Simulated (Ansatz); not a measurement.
# AsH7SSi2: the cost of one run

The runs use Ansatz 0.2.0, Gaussian basis; functionals in def2-TZVPP, the program's frozen cores in correlated methods.

The runs, in order: PBE-D4, r2SCAN-D4, PBE0-D4, B3LYP-D4, ωB97X-V, ωB97M-V, B2PLYP; CCSD(T)/def2-TZVPP; MP2/def2-QZVPP; extrapolation to the limit.

## 1. Structure used throughout

The geometry comes from an earlier relaxation with PBE0-D4 in a triple-zeta def2 set; it is a stationary point, not always the lowest conformer.

SMILES `[SiH3]S[AsH][SiH3]`, 11 atoms, charge 0, spin multiplicity 1.

Atoms are counted from 1 here; the program's logs count them from 0.

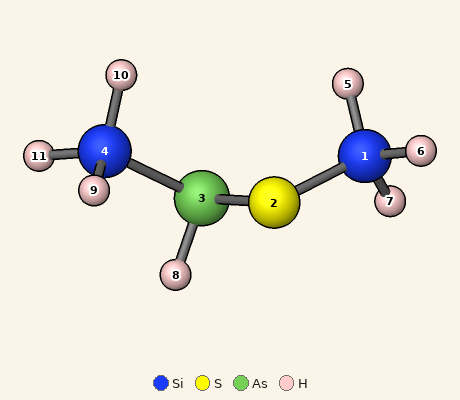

The structure; silicon blue, sulfur yellow, arsenic green, hydrogen pink; atoms are numbered from 1 in the order of the file.

## 2. PBE-D4 (GGA)

Input file in.yaml:

```yaml
crystal:
  periodic: [false, false, false]
  atoms:
    - {symbol: Si, position_ang: [0.311562, 2.503355, 0.082838]}
    - {symbol: S, position_ang: [-0.305357, 0.733572, 1.102956]}
    - {symbol: As, position_ang: [1.033412, -0.678754, -0.047346]}
    - {symbol: Si, position_ang: [-0.698952, -2.255038, -0.398323]}
    - {symbol: H, position_ang: [0.054012, 2.394861, -1.376086]}
    - {symbol: H, position_ang: [-0.496795, 3.608548, 0.656895]}
    - {symbol: H, position_ang: [1.757902, 2.765726, 0.294684]}
    - {symbol: H, position_ang: [1.567265, -1.404825, 1.182437]}
    - {symbol: H, position_ang: [-1.458355, -2.510231, 0.851088]}
    - {symbol: H, position_ang: [-1.598863, -1.690386, -1.434293]}
    - {symbol: H, position_ang: [-0.100432, -3.523927, -0.894151]}
basis:
  gaussian: {orbitals: def2-TZVPP}
hamiltonian: {xc: pbe, dispersion: d4}
output: {forces: true, orbitals: {seedname: orbitals}}
```

Launch:

```bash
ansatz run in.yaml --threads 4 --pin off --events-out ev --progress --plain --max-ram 10444MiB
```

**Question.** How long does this run take on 4 threads of Arm Neoverse V1, shared host, and how much memory does it need?

About 4 s, with a peak of 0.43 GiB.
